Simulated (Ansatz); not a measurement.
## Electronic structure of BFH2···HCl in real space

The calculation's input:

```
crystal:
  periodic: [false, false, false]
  atoms:
    - { symbol: B, position_ang: [-0.006638, 0.262977, -0.031137] }
    - { symbol: F, position_ang: [-0.00767, 0.436601, 1.285064] }
    - { symbol: H, position_ang: [1.059562, 0.252861, -0.590959] }
    - { symbol: H, position_ang: [-1.074001, 0.194621, -0.585181] }
    - { symbol: Cl, position_ang: [0.095703, -2.639247, 0.936109] }
    - { symbol: H, position_ang: [0.070344, -1.622513, 1.797705] }
basis:
  gaussian: { orbitals: def2-SVP }
hamiltonian:
  xc: b3lyp
  dispersion: d4
relax:
  f_tol: 0.03
  max_steps: 50
output:
  orbitals: {}
```

Run with:

```sh
ansatz run input.yaml --threads 1 --pin off --max-ram 2048MiB --backend cpu --events-out ev --progress --plain --runs-dir out
```

The fields are those of the run's last geometry, not of the input's.

Computed with Ansatz, RKS B3LYP-D4/def2-SVP.

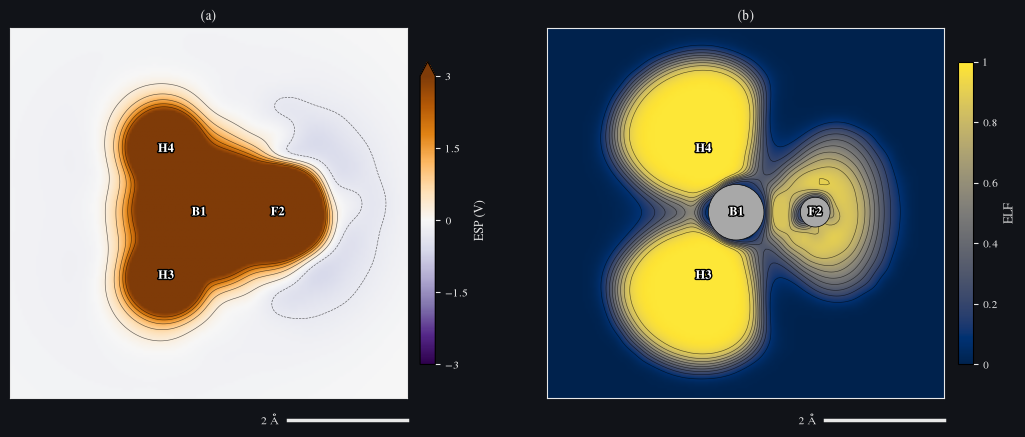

Figure 1. (a) electrostatic potential; (b) electron localisation function on the plane of atoms F2, B1 and H4. Grey discs cover the atomic cores in the ELF map.

**What does the map show?**

- Atoms in the plane: B, F and H.
- B–F (1.33 Å): the ELF peaks at about 0.85 between the atoms; a polar covalent bond.
- B–H (1.21 Å): the ELF climbs to about 1 towards the hydrogen, as it does in any bond to H; an ordinary covalent bond to hydrogen.
- The ELF also peaks beside F2, away from the bonds: lone-pair regions.
- Outside the dense part of the complex the potential is most negative (−0.6 V) near F2.

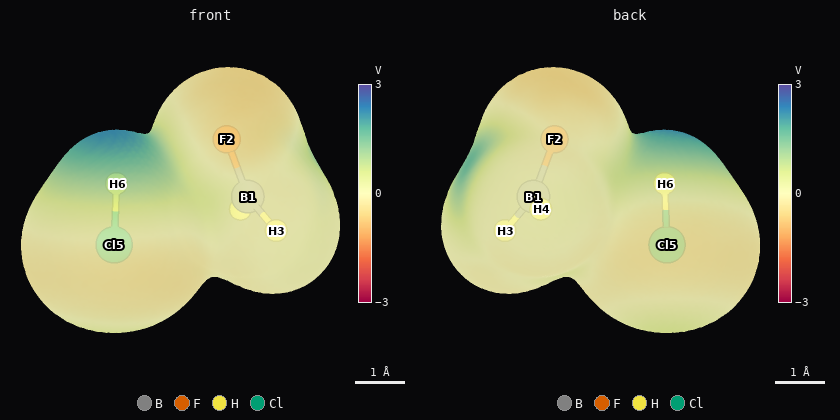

Figure 2. The electrostatic potential painted on the density surface at 0.002 e/bohr³, seen from the front and from behind; red is negative and blue positive.

**Where is the surface potential most negative and most positive?**

The most negative region (about −0.5 V) lies over F2, the most positive (about +2.2 V) over H6. Cl5 shows a σ-hole: about +0.5 V at the tip opposite its bond, against about −0.2 V on its flanks.

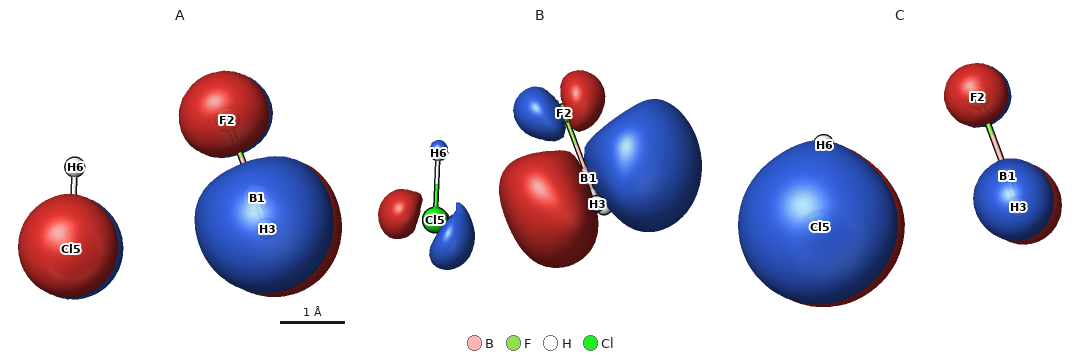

Figure 3. Three frontier orbitals at ±0.1 Å⁻³ᐟ² (blue and red are the two phases), in no order.

**Order the three orbitals by energy and name them.**

C is the HOMO−1 (−9.14 eV). It lies mainly on Cl5 (about 85 %); largely a lone pair of Cl5. A is the HOMO (−8.82 eV). It lies mainly on B1 (about 25 %), H3 (about 20 %), H4 (about 20 %), F2 (about 20 %) and Cl5 (about 10 %). B is the LUMO (−0.89 eV). Its weight (Hirshfeld) is mainly on B1 (about 65 %), F2 (about 10 %), H3 (about 10 %), H4 (about 10 %) and Cl5 (about 5 %).

**What is the HOMO–LUMO gap?**

7.93 eV between the orbital energies.

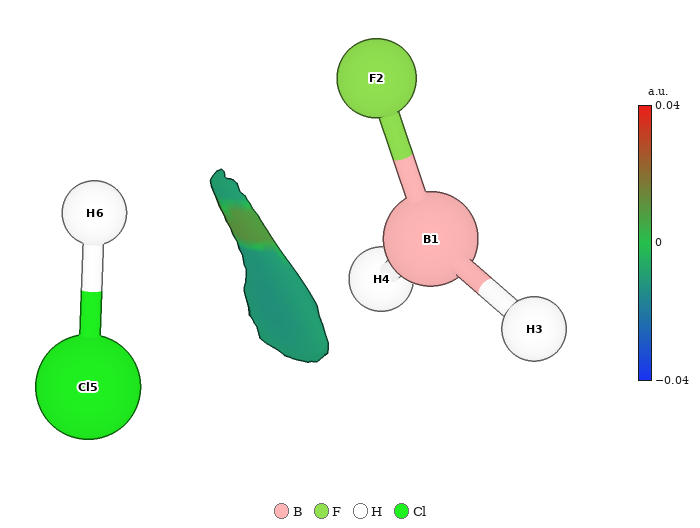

Figure 4. Non-covalent interaction (NCI) plot: the surface where the reduced density gradient is 0.4, for densities under 0.05 a.u., coloured by sign(λ₂)ρ; seen at a tilt.

**Which non-covalent interactions does the plot reveal?**

Between B1 on one side and Cl5 on the other: a weakly attractive contact (blue-green).
